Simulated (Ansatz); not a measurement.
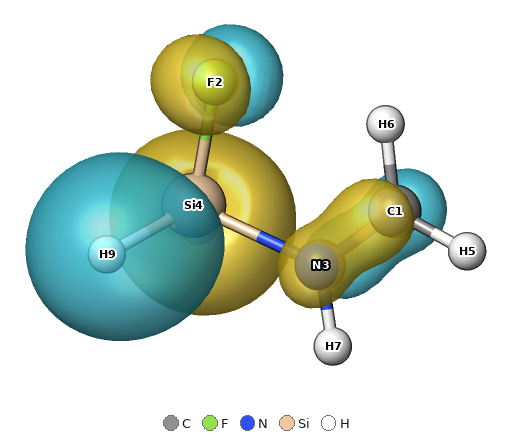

Figure 1: CH$_{5}$FNSi (SMILES C=[NH+][SiH2]F) (charge +1). One frontier orbital at ±0.1 Å⁻³ᐟ² (yellow and cyan are the two phases), seen at a tilt.

Geometry: B3LYP-D3(BJ)/def2-SVP.

Theory: isolated molecule in a Gaussian basis; Kohn-Sham density functional theory, functional PBE0 in Ansatz.

```xyz
9

C     1.6329   -1.1484   -1.6963
F     3.3481    0.1037    0.2712
N     1.0906   -0.1567   -1.0899
Si    1.9335    0.8663    0.2384
H     1.0848   -1.7069   -2.4655
H     2.6596   -1.4375   -1.4379
H     0.1280    0.0756   -1.3665
H     2.0203    2.2215   -0.3255
H     1.1310    0.6481    1.4509
```

Question: Which orbital is it: HOMO or LUMO?

Answer: The HOMO, at −15.17 eV. It lies mainly on Si4 (about 35 %), H8 (about 25 %), H9 (about 25 %) and F2 (about 10 %).
